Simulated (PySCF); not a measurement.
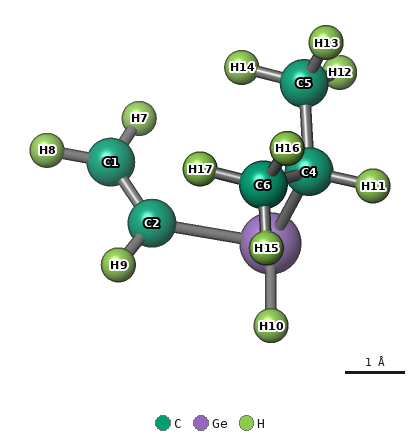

Fig. 1: The input geometry (ball-and-stick view, seen at a tilt; atoms are numbered from 1 in the order of the input). Sticks mark near contacts.

## Run report: C₅H₁₁Ge (charge −1), excited-state calculation

System: C₅H₁₁Ge, charge −1, SMILES C=[CH][GeH-][CH](C)C.
Method: TDDFT CAM-B3LYP/def2-SVPD, vertical, gas phase, core orbitals frozen in the response (PySCF 2.14.0).

The run did not end well. The geometry comes from this level: GFN2-xTB, altered.

Input
```
{"job": {"kind": "uv", "xc": "CAM-B3LYP", "basis": "def2-SVPD", "nstates": 12, "ntriplets": 0, "tda": false, "scf": {"max_cycle": 2}}, "charge": -1, "multiplicity": 1}
C      2.230798    -1.304175     0.107468
C      1.703142    -0.453906    -0.816515
Ge    -0.144713    -0.759019    -1.746455
C     -1.231141     0.268025    -0.214338
C     -1.411372    -0.679393     1.017157
C     -0.581575     1.613522     0.237820
H      1.684959    -2.223928     0.427243
H      3.224853    -1.159688     0.616107
H      2.331802     0.433941    -1.093682
H      0.018372     0.691780    -2.663360
H     -2.262772     0.500676    -0.626025
H     -1.929789    -1.629885     0.714816
H     -2.013910    -0.203089     1.849063
H     -0.406049    -0.951781     1.436295
H     -0.441359     2.288630    -0.646458
H     -1.205889     2.162693     1.009441
H      0.427436     1.417990     0.689106
```

The first line tells a small driver script what to run in PySCF; the rest is the geometry in Å.

Launch command:
```bash
OMP_NUM_THREADS=1 python <driver script> task.json out
```

What the program printed
```
final grid: 128176 points
cycle   1  E = -2273.6637980297  dE = -7.827e-01  |g| = 4.853e-01  |ddm| = 5.083e+00
cycle   2  E = -2273.6710496289  dE = -7.252e-03  |g| = 4.911e-01  |ddm| = 1.945e+00
SCF not converged, last energy = -2273.6710496289
```

What the run reported

```tsv
quantity	value
outcome	not converged
total energy	−2273.671050 hartree
HOMO	−0.26 eV
LUMO	4.97 eV
hardware	1 CPU thread, shared host
wall time	16 s
peak memory	0.92 GiB
```

Diagnosis

Some settings of this run were drawn to be unusual or wrong. The run did not converge. At least one of its steps failed, so the values that rest on that step are not results. Spin–orbit coupling is left out, which matters for the heavy atoms.
